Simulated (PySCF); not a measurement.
C5H6N2S2

Input file:

```
{"job": {"xc": "PBE0", "basis": "pcSseg-1", "kind": "nmr", "pop": true}, "charge": 0, "multiplicity": 1}
C      3.449449    -0.651673    -0.424856
N      2.718691    -0.439564     0.611911
C      1.416169    -0.419433     0.237818
S      0.194654    -0.164003     1.434714
C     -1.257083    -0.238600     0.371563
C     -2.494971     0.462013     0.831338
C     -1.712498     1.006235    -0.322494
N      1.129249    -0.606986    -1.026643
S      2.511555    -0.827209    -1.869697
H      4.517792    -0.715017    -0.409134
H     -1.331586    -1.189107    -0.135608
H     -2.450703     0.993708     1.769235
H     -3.444308    -0.015801     0.643381
H     -1.141816     1.908709    -0.167090
H     -2.109007     0.904718    -1.320860
```

Run with:

```sh
OMP_NUM_THREADS=1 python ens_run.py task.json out
```

Geometry: GFN2-xTB.

Theory: PySCF 2.14.0, PBE0/pcSseg-1, SCF density, gas phase, non-relativistic.

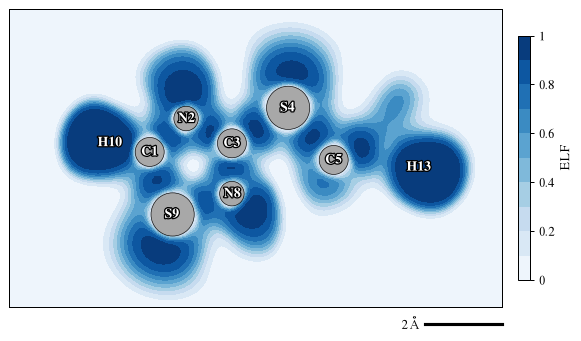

Figure 1. Electron localisation function on the plane of atoms N2, C3 and N8. Grey discs cover the atomic cores.

**What do the fields say about this system?**

The plane passes through C, N, S and H nuclei. C–N (1.29 Å): the ELF peaks at about 0.90 between the atoms: a covalent bond. S–N (1.63 Å): the ELF peaks at about 0.85 between the atoms (a covalent bond). C–S (1.73 Å): the ELF peaks at about 0.95 between the atoms; a covalent bond. C–H (1.07 Å): the ELF climbs to about 1 towards the hydrogen, as it does in any bond to H: an ordinary covalent bond to hydrogen. C–N (1.36 Å): the ELF peaks at about 0.90 between the atoms (a covalent bond). The ELF also peaks beside S9, N8, N2 and S4, away from the bonds: lone-pair regions.

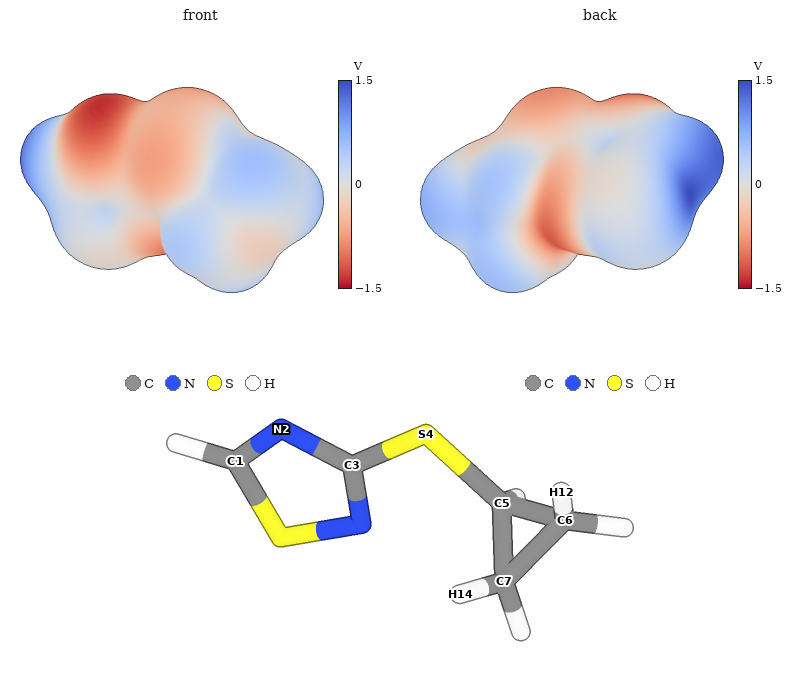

Figure 2. The electrostatic potential painted on the density surface at 0.001 e/bohr³, seen from the front and from behind; red is negative and blue positive. The bare structure is drawn below in the same view.

**Describe the electrostatic potential map.**

The most negative region (about −1.3 V) lies over N2, the most positive (about +1.4 V) over C1, S9 and H10. N2 is the likeliest acceptor of a hydrogen bond.

**What dipole moment does the calculation give?**

Its dipole moment is 1.58 D.
